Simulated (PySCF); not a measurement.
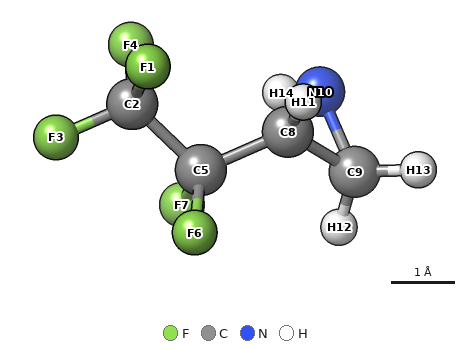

Figure 1. The structure (ball-and-stick view, seen at a tilt; atoms are numbered from 1 in the order of the input).

**What a change does: NMR shielding calculation on C$_{4}$H$_{4}$F$_{5}$N**

System: C$_{4}$H$_{4}$F$_{5}$N.
Method of run A: GIAO PBE0/3-21G NMR shielding, non-relativistic, gas phase (PySCF 2.14.0).

The geometry comes from this level: GFN2-xTB. Text and figures count atoms from 1; the logs count them from 0 in places.

## The input, run A
```
{"job": {"kind": "nmr", "xc": "PBE0", "basis": "3-21G", "pop": false}, "charge": 0, "multiplicity": 1}
F      2.269849     0.212379     0.990940
C      1.871528    -0.203059    -0.213225
F      2.838486     0.075386    -1.080233
F      1.743000    -1.530572    -0.158997
C      0.519878     0.453144    -0.597928
F      0.730457     1.783921    -0.756155
F      0.163929    -0.021864    -1.817077
C     -0.552733     0.188060     0.439125
C     -1.975527     0.206347     0.020382
N     -1.322826    -1.024285     0.391717
H     -0.271293     0.535572     1.427346
H     -2.204251     0.405518    -1.019502
H     -2.710468     0.563711     0.727222
H     -1.100706    -1.644732    -0.380759
```

The first line tells a small driver script what to run in PySCF; the rest is the geometry in Å.

Command:
```bash
OMP_NUM_THREADS=1 python <driver script> task.json out
```

Hardware: 1 CPU thread, shared host.

## Output (run A)
```
coarse grid: 13320 points
cycle   1  E = -703.8042418712  dE =  1.699e+00  |g| = 1.112e+00  |ddm| = 3.937e+00
cycle   2  E = -703.5272798647  dE =  2.770e-01  |g| = 1.770e+00  |ddm| = 2.698e+00
cycle   3  E = -704.0514623961  dE = -5.242e-01  |g| = 4.714e-02  |ddm| = 1.618e+00
cycle   4  E = -704.0516006133  dE = -1.382e-04  |g| = 4.254e-02  |ddm| = 8.892e-02
cycle   5  E = -704.0519663824  dE = -3.658e-04  |g| = 3.758e-03  |ddm| = 4.709e-02
cycle   6  E = -704.0519683262  dE = -1.944e-06  |g| = 1.513e-03  |ddm| = 5.005e-03
final grid: 135336 points
cycle   7  E = -704.1778045279  dE = -5.773e-05  |g| = 7.798e-03  |ddm| = 1.924e-02
cycle   8  E = -704.1777976433  dE =  6.885e-06  |g| = 1.041e-02  |ddm| = 1.633e-02
cycle   9  E = -704.1778157542  dE = -1.811e-05  |g| = 5.901e-04  |ddm| = 9.305e-03
cycle  10  E = -704.1778158243  dE = -7.015e-08  |g| = 2.095e-04  |ddm| = 7.774e-04
cycle  11  E = -704.1778158335  dE = -9.113e-09  |g| = 4.646e-05  |ddm| = 2.489e-04
cycle  12  E = -704.1778158339  dE = -4.570e-10  |g| = 9.653e-06  |ddm| = 6.136e-05
converged SCF energy = -704.1778158339

GIAO shielding tensors (ppm)
atom      isotropic    diamagn.    paramagn.     s11        s22        s33       span
  0 F      312.714     471.899    -159.185    261.162    314.262    362.717    101.555
  1 C       87.377     243.321    -155.945     79.528     88.740     93.862     14.333
  2 F      322.029     468.110    -146.081    268.919    327.273    369.895    100.975
  3 F      310.704     472.721    -162.016    260.567    310.392    361.154    100.587
  4 C       95.159     239.340    -144.181     82.842     98.792    103.841     20.999
  5 F      349.679     467.645    -117.966    275.984    367.377    405.675    129.691
  6 F      368.600     469.442    -100.842    299.284    388.407    418.110    118.826
  7 C      182.085     243.034     -60.949    149.968    172.917    223.370     73.403
  8 C      188.687     252.803     -64.116    157.992    189.970    218.100     60.108
  9 N      256.619     319.271     -62.652    186.267    289.194    294.396    108.129
 10 H       30.907      28.919       1.987     23.805     29.049     39.866     16.061
 11 H       31.045      29.721       1.324     25.182     29.988     37.965     12.783
 12 H       31.098      30.358       0.740     24.878     26.375     42.040     17.162
 13 H       32.930      31.200       1.731     25.731     30.458     42.602     16.872
```

For run B the input was changed thus:
```diff
-"xc": "PBE0"
-"basis": "3-21G"
-"pop": false
+"xc": "OPBE"
+"basis": "def2-SVP"
+"pop": true
+"scf": {"guess": "vsap"}
```

Predict how the results change.

The total energies belong to different models, so their difference says nothing on which is more stable or more accurate. The HOMO goes from −7.13 to −6.08 eV. The LUMO goes from 1.88 to 0.57 eV. The dipole moment goes from 1.55 to 1.34 D. Of all shieldings, the largest change is that of F3, by −35.0 ppm. The functional changes from PBE0 to OPBE. The SCF takes 13 iterations against 12. The basis functions go from 98 to 160.

## Output (run B)
```
final grid: 135336 points
cycle   1  E = -705.7203892655  dE =  1.119e+00  |g| = 2.946e+00  |ddm| = 7.412e+00
cycle   2  E = -677.5910831829  dE =  2.813e+01  |g| = 1.086e+01  |ddm| = 1.254e+01
cycle   3  E = -707.0753726892  dE = -2.948e+01  |g| = 1.908e+00  |ddm| = 1.006e+01
cycle   4  E = -707.6444288613  dE = -5.691e-01  |g| = 1.145e+00  |ddm| = 3.216e+00
cycle   5  E = -707.8730909548  dE = -2.287e-01  |g| = 2.728e-01  |ddm| = 1.118e+00
cycle   6  E = -707.8847803418  dE = -1.169e-02  |g| = 8.898e-02  |ddm| = 3.580e-01
cycle   7  E = -707.8857289725  dE = -9.486e-04  |g| = 5.420e-02  |ddm| = 1.260e-01
cycle   8  E = -707.8862982780  dE = -5.693e-04  |g| = 7.721e-03  |ddm| = 5.235e-02
cycle   9  E = -707.8863077923  dE = -9.514e-06  |g| = 3.231e-03  |ddm| = 1.053e-02
cycle  10  E = -707.8863098526  dE = -2.060e-06  |g| = 7.793e-04  |ddm| = 4.316e-03
cycle  11  E = -707.8863099846  dE = -1.320e-07  |g| = 2.087e-04  |ddm| = 1.073e-03
cycle  12  E = -707.8863099930  dE = -8.444e-09  |g| = 5.373e-05  |ddm| = 2.450e-04
cycle  13  E = -707.8863099935  dE = -5.125e-10  |g| = 2.393e-05  |ddm| = 7.973e-05
converged SCF energy = -707.8863099935

GIAO shielding tensors (ppm)
atom      isotropic    diamagn.    paramagn.     s11        s22        s33       span
  0 F      279.493     473.054    -193.561    213.582    283.798    341.098    127.516
  1 C       67.318     248.368    -181.050     57.360     68.691     75.903     18.543
  2 F      287.033     465.494    -178.461    221.086    292.401    347.611    126.524
  3 F      277.757     474.886    -197.130    214.248    279.650    339.372    125.123
  4 C       73.492     250.259    -176.766     56.338     78.274     85.866     29.528
  5 F      317.286     469.197    -151.911    228.209    348.849    374.800    146.591
  6 F      339.281     472.696    -133.415    251.678    367.963    398.204    146.526
  7 C      165.578     253.436     -87.858    127.736    159.444    209.554     81.818
  8 C      173.910     253.931     -80.021    137.620    177.074    207.037     69.418
  9 N      244.234     315.909     -71.675    172.229    275.919    284.553    112.324
 10 H       29.619      32.305      -2.686     22.841     27.952     38.064     15.223
 11 H       29.779      32.031      -2.252     23.855     29.151     36.331     12.477
 12 H       30.275      29.632       0.643     23.953     26.284     40.587     16.635
 13 H       31.440      33.602      -2.162     24.720     28.267     41.331     16.611
```

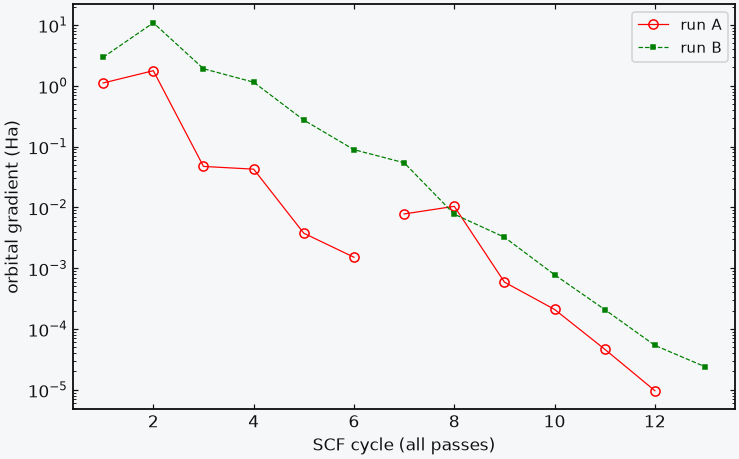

Figure 2. Convergence of the two runs: orbital gradient against the SCF cycle. A break in a curve parts two SCF passes (coarse and final grid). Run A takes 12 cycles in all, and run B takes 13.

## The two runs side by side

| quantity | run A | run B |
| --- | --- | --- |
| outcome | converged | converged |
| total energy (hartree) | −704.177816 | −707.886310 |
| HOMO (eV) | −7.13 | −6.08 |
| LUMO (eV) | 1.88 | 0.57 |
| dipole moment (D) | 1.55 | 1.34 |
| shielding of F1 (ppm) | 312.7 | 279.5 |
| shielding of C2 (ppm) | 87.4 | 67.3 |
| shielding of F3 (ppm) | 322.0 | 287.0 |
| shielding of F4 (ppm) | 310.7 | 277.8 |
| shielding of C5 (ppm) | 95.2 | 73.5 |
| shielding of F6 (ppm) | 349.7 | 317.3 |
| shielding of F7 (ppm) | 368.6 | 339.3 |
| SCF iterations | 12 | 13 |
| basis functions | 98 | 160 |
| wall time (shared host) | 36 s | 87 s |
